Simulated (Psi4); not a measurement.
# singlet C2H3S+: levels of theory compared

Wanted: a comparison of 4 runs (BLYP/def2-SVPD, PBE/def2-SVPD, SVWN5/def2-SVPD, TPSS/def2-SVPD) of singlet C2H3S+. 

The results are computed with Psi4 1.11.

2 further runs of the same task are left out: 2 set aside as unsound or not needed.

## 1. The system as given

C2H3S+: 6 atoms, total charge +1, spin state singlet. As SMILES of the parent species, `C=[C]S`. The shape is that of a GFN2-xTB optimisation. This is one conformer, not always the lowest. That shape belongs to the parent species and isn't relaxed for this state.

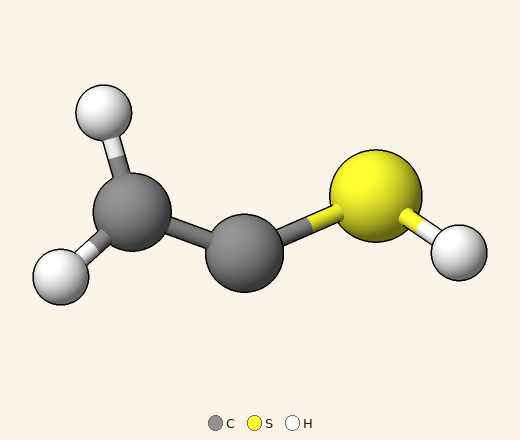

Viewed from a chosen angle; carbon grey, sulfur yellow, hydrogen white.

## 2. Energy and forces at BLYP/def2-SVPD (run 1)

Contents of input.inp:

```
memory 1600 MB

molecule geom {
  1 1
  C     -0.67648416     0.26240737    -1.84452388
  C     -0.50106088    -0.30760962     0.54097190
  S      1.76938837    -1.25695133     2.58225406
  H     -2.50122260     0.54945677    -2.71018852
  H      0.93297668     0.57298386    -3.08539364
  H      0.97640259     0.17969406     4.51689897
  units bohr
  symmetry c1
}

set {
  reference rks
  puream true
  e_convergence 1e-09
  d_convergence 1e-08
  scf_type pk
  dft_radial_points 99
  dft_spherical_points 590
}

e, wfn = gradient("blyp/def2-SVPD", return_wfn=True)
oeprop(wfn, "LOWDIN_CHARGES", "MAYER_INDICES", "WIBERG_LOWDIN_INDICES", title="BLYP")
```

Started as:

```bash
$ psi4 input.inp input.out -n 1
```

input.out:

```text
[...]
  Running in c1 symmetry.
[...]
  Nuclear repulsion =   85.843448223699028
[...]
  Multiplicity = 1
[...]
  Nalpha       = 15
  Nbeta        = 15
[...]
    Number of basis functions: 91
[...]
   @RKS iter   1:  -475.25624533012495    3.74207e-01   8.30458e-03 DIIS/ADIIS
[...]
   @RKS iter  13:  -475.60034525843565   -3.12639e-12   4.27827e-09 DIIS
[...]
    Orbital Energies [Eh]
    ---------------------
    Doubly Occupied:
       1A    -88.428337     2A    -10.261505     3A    -10.196533
       4A     -7.996713     5A     -6.033155     6A     -6.028751
       7A     -6.023913     8A     -1.008549     9A     -0.916956
      10A     -0.736667    11A     -0.671949    12A     -0.634011
      13A     -0.613369    14A     -0.543555    15A     -0.483024
[...]
  @RKS Final Energy:  -475.60034525843565
   => Energetics <=
    Nuclear Repulsion Energy =             85.8434482236990277
    One-Electron Energy =                -815.1627903040416641
    Two-Electron Energy =                 290.9040902290271333
    DFT Exchange-Correlation Energy =     -37.1850934071201564
    Empirical Dispersion Energy =           0.0000000000000000
    VV10 Nonlocal Energy =                  0.0000000000000000
    Total Energy =                       -475.6003452584356523
[...]
  -Total Gradient:
     Atom            X                  Y                   Z
    ------   -----------------  -----------------  -----------------
       1        0.032537030663    -0.000207543067    -0.003662941125
       2       -0.068621006763     0.002411286114    -0.006932427086
       3        0.036294129329     0.019837073173     0.009536534498
       4        0.017385261811     0.008088427604     0.013853433373
       5       -0.013898392645    -0.013131599076     0.000591819592
       6       -0.003695163471    -0.016997970712    -0.013386464971
[...]
```

Wall time 24 s (1 thread of Intel Xeon Platinum 8488C (Sapphire Rapids), shared host); peak memory 0.76 GiB.

## 3. The energy at PBE/def2-SVPD (run 2)

Contents of input.dat:

```
memory 1.6 GB

molecule mol {
  1 1
  C
  C 1 1.301204
  S 2 1.691963 1 137.63409
  H 1 1.079501 2 120.53846 3 170.51797
  H 1 1.087917 4 115.01666 2 -177.26205
  H 3 1.342445 2 95.55273 1 140.13098
  symmetry c1
}

set globals {
  puream true
  e_convergence 1e-09
  d_convergence 1e-08
  scf_type pk
  dft_radial_points 99
  dft_spherical_points 590
}

e, wfn = energy("pbe/def2-SVPD", return_wfn=True)
```

Started as:

```bash
$ psi4 -i input.dat -o output.dat -n 1
```

output.dat:

```text
[...]
  Running in c1 symmetry.
[...]
  Nuclear repulsion =   85.843440213277873
[...]
  Multiplicity = 1
[...]
  Nalpha       = 15
  Nbeta        = 15
[...]
    Number of basis functions: 91
[...]
   @RKS iter   1:  -475.04861547057118    3.54887e-01   7.86595e-03 ADIIS/DIIS
[...]
   @RKS iter  13:  -475.35601714236697   -2.33058e-12   2.27482e-09 DIIS
[...]
  @RKS Final Energy:  -475.35601714236697
   => Energetics <=
    Nuclear Repulsion Energy =             85.8434402132778729
    One-Electron Energy =                -815.1768286280854454
    Two-Electron Energy =                 290.9111294439716175
    DFT Exchange-Correlation Energy =     -36.9337581715309753
    Empirical Dispersion Energy =           0.0000000000000000
    VV10 Nonlocal Energy =                  0.0000000000000000
    Total Energy =                       -475.3560171423669658
[...]
 Multipole Moments:
 ------------------------------------------------------------------------------------
     Multipole            Electronic (a.u.)      Nuclear  (a.u.)        Total (a.u.)
 ------------------------------------------------------------------------------------
 L = 1.  Multiply by 2.5417464519 to convert [e a0] to [Debye]
 Dipole X            :         -0.5034577            0.7978560            0.2943983
 Dipole Y            :         -1.0977996            1.3421596            0.2443600
 Dipole Z            :          2.2840064           -2.6751939           -0.3911875
 Magnitude           :                                                    0.5471836
[...]
```

Wall time 21 s (1 thread of Intel Xeon Platinum 8488C (Sapphire Rapids), shared host); peak memory 0.77 GiB.

## 4. A single-point energy at SVWN5/def2-SVPD (run 3)

Contents of calc.py:

```python
import psi4

psi4.set_memory('1600 MB')
psi4.set_num_threads(1)
psi4.set_output_file('psi4.out', False)

molecule = psi4.geometry("""
1 1
C     -0.357980     0.138860    -0.976080
C     -0.265150    -0.162780     0.286270
S      0.936320    -0.665150     1.366470
H     -1.323590     0.290760    -1.434170
H      0.493710     0.303210    -1.632720
H      0.516690     0.095090     2.390240
units angstrom
symmetry c1
""")

psi4.set_options({
    'basis': 'def2-SVPD',
    'puream': True,
    'e_convergence': 1e-09,
    'd_convergence': 1e-08,
    'scf_type': 'pk',
    'dft_radial_points': 99,
    'dft_spherical_points': 590,
})

E, wfn = psi4.energy("scf", dft_functional={"name": "SVWN5", "x_functionals": {"LDA_X": {}}, "c_functionals": {"LDA_C_VWN": {}}}, return_wfn=True)
psi4.oeprop(wfn, "WIBERG_LOWDIN_INDICES", "DIPOLE", "MULLIKEN_CHARGES")
print(f'total energy {E:.8f} hartree = {E * 27.211386:.5f} eV')
```

Started as:

```bash
$ python calc.py
```

psi4.out:

```text
[...]
  Running in c1 symmetry.
[...]
  Nuclear repulsion =   85.843448263747604
[...]
  Multiplicity = 1
[...]
  Nalpha       = 15
  Nbeta        = 15
[...]
    Number of basis functions: 91
[...]
   @RKS iter   1:  -473.20223370227234    4.03611e-01   8.17055e-03 ADIIS/DIIS
[...]
   @RKS iter  13:  -473.52785111493114   -3.18323e-12   3.15104e-09 DIIS
[...]
  @RKS Final Energy:  -473.52785111493114
   => Energetics <=
    Nuclear Repulsion Energy =             85.8434482637476037
    One-Electron Energy =                -815.0916460768062279
    Two-Electron Energy =                 290.7887329561548881
    DFT Exchange-Correlation Energy =     -35.0683862580274450
    Empirical Dispersion Energy =           0.0000000000000000
    VV10 Nonlocal Energy =                  0.0000000000000000
    Total Energy =                       -473.5278511149311385
[...]
 Multipole Moments:
 ------------------------------------------------------------------------------------
     Multipole            Electronic (a.u.)      Nuclear  (a.u.)        Total (a.u.)
 ------------------------------------------------------------------------------------
 L = 1.  Multiply by 2.5417464519 to convert [e a0] to [Debye]
 Dipole X            :          1.1265033           -1.3343878           -0.2078845
 Dipole Y            :         -1.1993938            1.6321220            0.4327281
 Dipole Z            :          1.9894963           -2.2694085           -0.2799121
 Magnitude           :                                                    0.5557161
[...]
```

Standard output:

```text
total energy -473.52785111 hartree = -12885.34914 eV
```

Wall time 12 s (1 thread of Intel Xeon Platinum 8488C (Sapphire Rapids), shared host); peak memory 0.56 GiB.

## 5. A single-point energy at TPSS/def2-SVPD (run 4)

Contents of input.dat:

```
memory 1600 MB

molecule {
  1 1
  C     -0.357980     0.138860    -0.976080
  C     -0.265150    -0.162780     0.286270
  S      0.936320    -0.665150     1.366470
  H     -1.323590     0.290760    -1.434170
  H      0.493710     0.303210    -1.632720
  H      0.516690     0.095090     2.390240
  symmetry c1
}

set basis def2-SVPD
set puream true
set e_convergence 1e-09
set d_convergence 1e-08
set scf_type pk
set dft_radial_points 99
set dft_spherical_points 590

energy_value, wavefunction = energy("tpss", return_wfn=True)
```

Started as:

```bash
$ psi4 -n 1 input.dat output.dat
```

output.dat:

```text
[...]
  Running in c1 symmetry.
[...]
  Nuclear repulsion =   85.843448263747604
[...]
  Multiplicity = 1
[...]
  Nalpha       = 15
  Nbeta        = 15
[...]
    Number of basis functions: 91
[...]
   @RKS iter   1:  -475.40082746021301    2.94083e-01   7.36234e-03 DIIS/ADIIS
[...]
   @RKS iter  12:  -475.67173806017195   -2.01226e-11   7.92544e-09 DIIS
[...]
  @RKS Final Energy:  -475.67173806017195
   => Energetics <=
    Nuclear Repulsion Energy =             85.8434482637476037
    One-Electron Energy =                -815.1732831110044799
    Two-Electron Energy =                 290.9244147977949524
    DFT Exchange-Correlation Energy =     -37.2663180107100303
    Empirical Dispersion Energy =           0.0000000000000000
    VV10 Nonlocal Energy =                  0.0000000000000000
    Total Energy =                       -475.6717380601719469
[...]
 Multipole Moments:
 ------------------------------------------------------------------------------------
     Multipole            Electronic (a.u.)      Nuclear  (a.u.)        Total (a.u.)
 ------------------------------------------------------------------------------------
 L = 1.  Multiply by 2.5417464519 to convert [e a0] to [Debye]
 Dipole X            :          1.1070116           -1.3343878           -0.2273762
 Dipole Y            :         -1.2076720            1.6321220            0.4244500
 Dipole Z            :          1.9557166           -2.2694085           -0.3136918
 Magnitude           :                                                    0.5746828
[...]
```

It took 43 s on 1 thread of Intel Xeon Platinum 8488C (Sapphire Rapids), shared host; peak memory 0.86 GiB.

## 6. Overview of the runs

| run | level | task | energy (Eh) | HOMO energy (eV) | LUMO energy (eV) | HOMO–LUMO gap (eV) | wall time |
| --- | --- | --- | --- | --- | --- | --- | --- |
| 1 | BLYP/def2-SVPD | gradient | -475.600345 | -13.14 | -11.31 | 1.83 | 24 s |
| 2 | PBE/def2-SVPD | energy | -475.356017 | -13.31 | -11.47 | 1.84 | 21 s |
| 3 | SVWN5/def2-SVPD | energy | -473.527851 | -13.41 | -11.60 | 1.82 | 12 s |
| 4 | TPSS/def2-SVPD | energy | -475.671738 | -13.37 | -11.40 | 1.97 | 43 s |

## 7. Summary of results

| quantity | value |
| --- | --- |
| run 4: total energy | -475.67174 Eh |
| run 4: HOMO energy | -13.37 eV |
| run 4: LUMO energy | -11.40 eV |
| run 4: HOMO–LUMO gap | 1.97 eV |

In words: The HOMO–LUMO gap runs from 1.82 eV (SVWN5/def2-SVPD) to 1.97 eV (TPSS/def2-SVPD). Totals of different functionals can't be ranked against each other. All runs together took 100 s, the longest 43 s.
